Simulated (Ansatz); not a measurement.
# TiO2 (I4_1/amd): equation of state with a fit, by script

Where is the equilibrium volume of TiO2 (I4_1/amd), and how stiff is it? A script is to give an equation of state with a fit; the system is TiO2 (I4_1/amd).

Computed with Ansatz 0.2.0, driven from Python. Level of theory: DFT LDA, plane waves, PAW.

**1. Starting point**

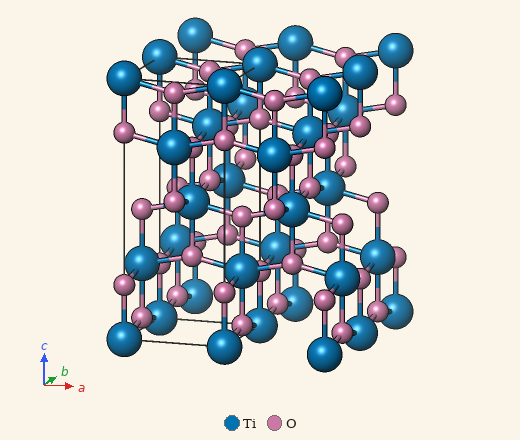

The structure that the script starts from, seen slightly off an axis (titanium blue, oxygen pink). 2×2×1 cells are drawn. The cell is the conventional one. Atoms on cell faces are repeated.

No structure file is read: the coordinates are typed or built in the script.

**2. The script**

Contents of eos_tio2.py:

```python
# -*- coding: utf-8 -*-
import warnings

import ansatz as az
import numpy as np
from scipy.optimize import curve_fit

vectors0 = np.array([
    [-1.8921, 1.8921, 4.7573],
    [1.8921, -1.8921, 4.7573],
    [1.8921, 1.8921, -4.7573],
])
sites = [
    ('Ti', (0.0, 0.0, 0.0)),
    ('Ti', (0.75, 0.25, 0.5)),
    ('O', (0.2081, 0.2081, 0.0)),
    ('O', (0.9581, 0.4581, 0.5)),
    ('O', (0.5419, 0.0419, 0.5)),
    ('O', (0.7919, 0.7919, 0.0)),
]


def build(cell):
    crystal = az.Crystal(lattice=az.Lattice.of(cell))
    for symbol, position in sites:
        crystal = crystal.atom(symbol, position)
    return crystal

def vinet(v, e0, v0, b0, b1):
    eta = (v / v0) ** (1 / 3)
    return e0 + 2 * b0 * v0 / (b1 - 1) ** 2 * (2 - (5 + 3 * b1 * (eta - 1) - 3 * eta) * np.exp(-1.5 * (b1 - 1) * (eta - 1)))


def main():
    warnings.simplefilter('ignore', az.DeckWarning)

    volumes, energies = [], []
    for scale in np.linspace(0.95, 1.07, 5):
        cell = vectors0 * scale ** (1 / 3)
        model = build(cell).calculation()
        model = model.functional('LDA')
        model = model.pseudopotentials('paw')
        model = model.basis(38 * az.Ry)
        model = model.occupations(az.OccupationsMethod.FIXED)
        model = model.kpoints(6, 6, 6)
        rep = model.run(threads=1).report
        volumes.append(abs(np.linalg.det(cell)) / len(sites))
        energies.append(rep['free_energy_ev'] / len(sites))
        print(f'V = {volumes[-1]:8.4f} A^3/atom  F = {energies[-1]:.5f} eV/atom')

    guess = (min(energies), volumes[int(np.argmin(energies))], 0.5, 4.5)
    (e0, v0, b0, b1), _ = curve_fit(vinet, np.array(volumes), np.array(energies), p0=guess, maxfev=20000)
    print(f'Vinet fit: V0 = {v0:.4f} A^3/atom, B0 = {160.21766 * b0:.1f} GPa, B1 = {b1:.2f}')
    print('largest residual', round(1000 * float(np.abs(vinet(np.array(volumes), e0, v0, b0, b1) - energies).max()), 3), 'meV/atom')


if __name__ == '__main__':
    main()
```

**3. The input behind the calls**

The engine receives this input (first run):

```yaml
crystal:
  lattice:
    - [-1.8600243119112778, 1.8600243119112778, 4.676652216614091]
    - [1.8600243119112778, -1.8600243119112778, 4.676652216614091]
    - [1.8600243119112778, 1.8600243119112778, -4.676652216614091]
  atoms:
    - { symbol: Ti, position: [0.0, 0.0, 0.0] }
    - { symbol: Ti, position: [0.75, 0.25, 0.5] }
    - { symbol: O, position: [0.2081, 0.2081, 0.0] }
    - { symbol: O, position: [0.9581, 0.4581, 0.5] }
    - { symbol: O, position: [0.5419, 0.0419, 0.5] }
    - { symbol: O, position: [0.7919, 0.7919, 0.0] }
basis:
  ecutwfc: 517.016338673772
kpoints:
  mp_grid:
    grid: [6, 6, 6]
hamiltonian:
  xc: lda
  pseudopotentials:
    kind: paw
scf:
  occupations:
    method: fixed
```

**4. Running it**

Launch:

```console
> python eos_tio2.py
```

Output:

```text
V =  10.7865 A^3/atom  F = -1188.41282 eV/atom
V =  11.1271 A^3/atom  F = -1188.41576 eV/atom
V =  11.4678 A^3/atom  F = -1188.40386 eV/atom
V =  11.8084 A^3/atom  F = -1188.37935 eV/atom
V =  12.1490 A^3/atom  F = -1188.34410 eV/atom
Vinet fit: V0 = 11.0177 A^3/atom, B0 = 237.1 GPa, B1 = 4.19
largest residual 0.001 meV/atom
```

Run time: 23 s. Hardware: 1 thread of Arm Neoverse V1, shared host; peak memory 0.46 GiB.

**5. What changed from run to run**

The engine's inputs for some of the other runs:

Run 2, against run 1:

```diff
@@ -3,3 +3,3 @@
-    - [-1.8600243119112778, 1.8600243119112778, 4.676652216614091]
-    - [1.8600243119112778, -1.8600243119112778, 4.676652216614091]
-    - [1.8600243119112778, 1.8600243119112778, -4.676652216614091]
+    - [-1.8794009596524142, 1.8794009596524142, 4.725370850036695]
+    - [1.8794009596524142, -1.8794009596524142, 4.725370850036695]
+    - [1.8794009596524142, 1.8794009596524142, -4.725370850036695]
```

Run 4, against run 1:

```diff
@@ -3,3 +3,3 @@
-    - [-1.8600243119112778, 1.8600243119112778, 4.676652216614091]
-    - [1.8600243119112778, -1.8600243119112778, 4.676652216614091]
-    - [1.8600243119112778, 1.8600243119112778, -4.676652216614091]
+    - [-1.9169989079681573, 1.9169989079681573, 4.819903231793729]
+    - [1.9169989079681573, -1.9169989079681573, 4.819903231793729]
+    - [1.9169989079681573, 1.9169989079681573, -4.819903231793729]
```

Run 5, against run 1:

```diff
@@ -3,3 +3,3 @@
-    - [-1.8600243119112778, 1.8600243119112778, 4.676652216614091]
-    - [1.8600243119112778, -1.8600243119112778, 4.676652216614091]
-    - [1.8600243119112778, 1.8600243119112778, -4.676652216614091]
+    - [-1.9352571393003954, 1.9352571393003954, 4.865809834994859]
+    - [1.9352571393003954, -1.9352571393003954, 4.865809834994859]
+    - [1.9352571393003954, 1.9352571393003954, -4.865809834994859]
```

**6. Run by run**

One row for each of the 5 runs:

```tsv
run	volume (Å³/atom)	energy from run 2 (meV/atom)	gap on the mesh (eV)	SCF cycles	CPU time (s)
1	10.787	2.93	2.17	7	4.1
2	11.127	0.00	2.10	7	4.2
3	11.468	11.90	2.04	8	4.9
4	11.808	36.41	1.98	8	4.3
5	12.149	71.66	1.92	8	4.2
```

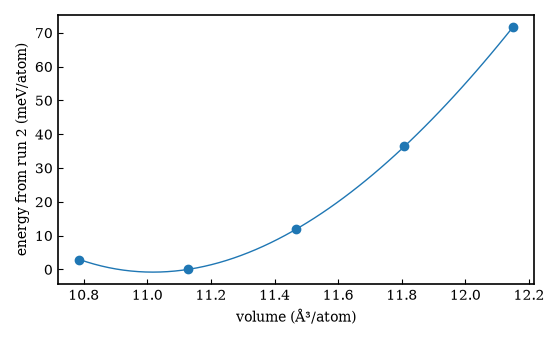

Energy against volume; the line is a third-order Birch-Murnaghan fit.

**7. Outcome**

| quantity | value |
| --- | --- |
| runs compared | 5 |
| range of energy | 71.66 meV/atom |
| lowest point, volume (Å³/atom) | 11.127 |
| equilibrium volume (fit) | 11.02 Å³/atom |
| bulk modulus (fit) | 237 GPa |

What this shows: A third-order Birch-Murnaghan fit through the 5 points (the script's own form differs a little) has its minimum at 11.02 Å³ an atom, 3.0 % below the typed cell, with a bulk modulus of 237 GPa and dB/dP = 4.3. From that minimum the energy rises by 3.7 meV an atom on the compressed side and 72.4 meV on the expanded side. The window is off centre, so dB/dP is rough. Caveats:
- Spin is left out of this run.
- Shape and fractional positions are held along the curve, so the bulk modulus is an upper value where they are free to relax.
